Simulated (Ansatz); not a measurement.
# quartet AlO at 6 levels

Aim: a comparison of 6 runs (U-r2SCAN0/def2-TZVPPD, U-wB97X/def2-TZVPPD, UHSE06/def2-TZVPPD, RPA@PBE0/def2-TZVPPD, UBCCD(T)/def2-TZVPPD, UCCSD(T)/def2-TZVPPD) of quartet AlO. 

The calculation is run with Ansatz 0.2.0.

36 further runs of the same task are left out: 36 set aside as unsound or not needed.

## (1) Starting point

AlO has 2 atoms, charge 0, and is taken as a quartet. SMILES of the parent species: `[O]=[Al]`. Geometry: relaxed at PBE0-D4/def2-TZVP. That shape belongs to the parent species and isn't relaxed for this state.

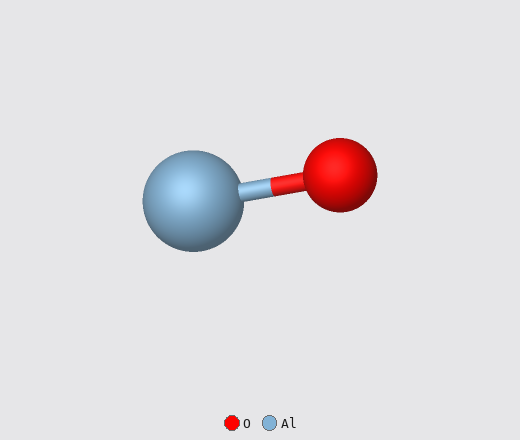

Viewed from a chosen angle; oxygen red, aluminium light blue.

## (2) The energy at U-r2SCAN0/def2-TZVPPD (run 1)

Input file molecule.yaml:

```yaml
crystal:
  periodic: [false, false, false]
  atoms:
    - {symbol: O, position_ang: [0.000000, -0.000000, -0.024920]}
    - {symbol: Al, position_ang: [-0.000000, 0.000000, 1.594970]}
basis:
  gaussian:
    orbitals: def2-TZVPPD.json
magnetization:
  spin_polarized: true
  initial_magnetization: 3
hamiltonian:
  xc: {name: r2SCAN0}
accuracy: high
output: {orbitals: {seedname: orbitals}}
```

The basis set def2-TZVPPD is read from a file made from the Basis Set Exchange's data (not shown).

Command:

```console
ansatz run molecule.yaml --threads 1 --pin off --max-ram 3480MiB --events-out events.jsonl --progress --plain --runs-dir runs
```

What it wrote:

```text
Warning: RAYON_NUM_THREADS=1 ignored (pool sized by the plan → 1); use --threads N
Functional definition: r2SCAN0
  name "r2SCAN0"
  parameter a = 0.25
  parameter k0 = 0.174
  parameter k1 = 0.065
  parameter a1 = 4.9479
  exchange = (1 - a)*r2scan_x(k0 = k0, k1 = k1, a1 = a1) + a*exact_x
  correlation = r2scan_c
1150 factors; integrals over basis functions are off by at most 3.3e-9 eV
mean field evaluation 1: about -8636.0552 eV, gradient 2.3e1 eV
mean field evaluation 2: about -8632.9855 eV, gradient 3.5e1 eV
mean field evaluation 4: about -8637.9907 eV, gradient 4.7e-1 eV
mean field evaluation 8: about -8638.0443 eV, gradient 7.7e-2 eV
mean field evaluation 16: about -8638.0444 eV, gradient 8.5e-5 eV
mean field evaluation 32: about -8637.9374 eV, gradient 9.1e-1 eV
mean field -8638.04437220 eV, -317.4422756016 hartree, gradient 9.6e-8 eV, S^2 3.755267; 2 other end points of the search recorded, 0 dependent functions left out
reference -8638.04437561 eV, -317.4422757268 hartree; 12, 9 occupied and 76, 79 virtual orbitals, 1150 factors
Total energy: -8638.04437561 eV, -317.4422757268 hartree
```

Wall time 17 s (1 thread of Arm Neoverse V1, shared host); peak memory 0.3 GiB.

## (3) The energy at U-wB97X/def2-TZVPPD (run 2)

Edit molecule.yaml of step 2 so:

```diff
@@ -8,2 +8,3 @@
     orbitals: def2-TZVPPD.json
+total_charge: 0
 magnetization:
@@ -12,4 +13,5 @@
 hamiltonian:
-  xc: {name: r2SCAN0}
+  xc: {name: wB97X}
 accuracy: high
-output: {orbitals: {seedname: orbitals}}
+output:
+  orbitals: {seedname: orbitals}
```

The basis set def2-TZVPPD is read from a file made from the Basis Set Exchange's data (not shown).

Command:

```console
ansatz run molecule.yaml --threads 1 --pin off --max-ram 3480MiB --events-out events.jsonl --progress --plain --runs-dir runs
```

What it wrote, cut to the lines that bear on the results:

```text
Warning: RAYON_NUM_THREADS=1 ignored (pool sized by the plan → 1); use --threads N
Functional definition: wB97X
  name "wB97X"
[...]
      + exact_x_lr(omega)
[...]
      + integral(e_c_pw_opposite_spin*poly(b97_u_opposite, 1, cos1, cos2, cos3, cos4))
1150 factors; integrals over basis functions are off by at most 3.3e-9 eV
299 factors; integrals over basis functions are off by at most 1.1e-9 eV
[...]
mean field -8638.93172784 eV, -317.4748853200 hartree, gradient 1.4e-8 eV, S^2 3.754819; 4 other end points of the search recorded, 0 dependent functions left out
reference -8638.93172682 eV, -317.4748852824 hartree; 12, 9 occupied and 76, 79 virtual orbitals, 1150 factors
Total energy: -8638.93172682 eV, -317.4748852824 hartree
```

Run time: 53 s. Hardware: 1 thread of Arm Neoverse V1, shared host; peak memory 0.44 GiB.

## (4) A single-point energy at UHSE06/def2-TZVPPD (run 3)

Edit molecule.yaml of step 3 so:

```diff
@@ -8,3 +8,2 @@
     orbitals: def2-TZVPPD.json
-total_charge: 0
 magnetization:
@@ -13,5 +12,4 @@
 hamiltonian:
-  xc: {name: wB97X}
+  xc: hse06
 accuracy: high
-output:
-  orbitals: {seedname: orbitals}
+output: {orbitals: {seedname: orbitals}}
```

The basis set def2-TZVPPD is read from a file made from the Basis Set Exchange's data (not shown).

Command:

```console
ansatz run molecule.yaml --threads 1 --pin off --max-ram 3480MiB --events-out events.jsonl --progress --plain --runs-dir runs
```

What it wrote:

```text
Warning: RAYON_NUM_THREADS=1 ignored (pool sized by the plan → 1); use --threads N
Functional definition: HSE06
  name "HSE06"
  parameter a = 0.25
  parameter omega = 0.11/bohr
  exchange = pbe_x - a*pbe_x_sr(omega) + a*exact_x_sr(omega)
  correlation = pbe_c
1150 factors; integrals over basis functions are off by at most 3.3e-9 eV
97 factors; integrals over basis functions are off by at most 1.4e-9 eV
mean field evaluation 1: about -8632.0403 eV, gradient 2.4e1 eV
mean field evaluation 2: about -8623.8850 eV, gradient 4.9e1 eV
mean field evaluation 4: about -8634.2285 eV, gradient 6.1e-1 eV
mean field evaluation 8: about -8634.2799 eV, gradient 7.5e-2 eV
mean field evaluation 16: about -8634.2799 eV, gradient 6.7e-5 eV
mean field evaluation 32: about -8632.0403 eV, gradient 2.4e1 eV
mean field evaluation 64: about -8634.2200 eV, gradient 2.2e0 eV
mean field -8634.51125230 eV, -317.3124358399 hartree, gradient 9.3e-8 eV, S^2 3.753414; 6 other end points of the search recorded, 0 dependent functions left out
reference -8634.51125539 eV, -317.3124359535 hartree; 12, 9 occupied and 76, 79 virtual orbitals, 1150 factors
Total energy: -8634.51125539 eV, -317.3124359535 hartree
```

Wall time 17 s (1 thread of Arm Neoverse V1, shared host); peak memory 0.23 GiB.

Runs 4 to 5 aren't shown in full; the table further down has their settings and results.

## (5) A single-point energy at UCCSD(T)/def2-TZVPPD (run 6)

Input file run.yaml:

```yaml
crystal:
  periodic: [false, false, false]
  atoms:
    - symbol: O
      position_ang: [0.000000, -0.000000, -0.024920]
    - symbol: Al
      position_ang: [-0.000000, 0.000000, 1.594970]
basis:
  gaussian:
    orbitals: def2-TZVPPD.json
accuracy: high
magnetization:
  spin_polarized: true
  initial_magnetization: 3
scf:
  omitted_lower_state_checks: [cluster_reference, increment]
correlation:
  method: ccsd_t
  frozen_orbitals: {Al: 5, O: 1}
```

The basis set def2-TZVPPD is read from a file made from the Basis Set Exchange's data (not shown).

Command:

```console
ansatz run run.yaml --threads 1 --pin off --max-ram 3480MiB --events-out events.jsonl --progress --plain --runs-dir runs
```

What it wrote:

```text
Warning: RAYON_NUM_THREADS=1 ignored (pool sized by the plan → 1); use --threads N
[... 18 lines left out ...]
6 core orbitals not correlated: weight in the atoms' cores, before any rotation towards them, 1.000 or more for the frozen orbitals, at most 0.000 for the correlated occupied ones
[... 33 lines left out ...]
Total energy: -8624.63848405 eV, -316.9496182989 hartree
Checks for a lower state left out: cluster_reference, increment
```

Run time: 19 s. Hardware: 1 thread of Arm Neoverse V1, shared host; peak memory 0.58 GiB.

## (6) Overview of the runs

| run | level | frozen core orbitals | energy (Eh) | ⟨S²⟩ | wall time |
| --- | --- | --- | --- | --- | --- |
| 1 | U-r2SCAN0/def2-TZVPPD | – | -317.442276 | 3.755 | 17 s |
| 2 | U-wB97X/def2-TZVPPD | – | -317.474885 | 3.755 | 53 s |
| 3 | UHSE06/def2-TZVPPD | – | -317.312436 | 3.753 | 17 s |
| 4 | RPA@PBE0/def2-TZVPPD | 6 | -317.053188 | 3.753 | 9 s |
| 5 | UBCCD(T)/def2-TZVPPD | 6 | -316.949630 | 3.757 | 22 s |
| 6 | UCCSD(T)/def2-TZVPPD | 6 | -316.949618 | 3.757 | 19 s |

## (7) Outcome

| quantity | value |
| --- | --- |
| run 6: total energy | -316.94962 Eh |
| run 6: correlation energy (6 core orbitals frozen) | -234.3 mEh |
| run 6: (T) correction | -7.57 mEh |
| run 6: ⟨S²⟩ of the reference determinant | 3.757 |
| run 6: T1 diagnostic | 0.018 |

Totals of different functionals can't be ranked against each other. All runs together took 2.3 min, the longest 53 s.
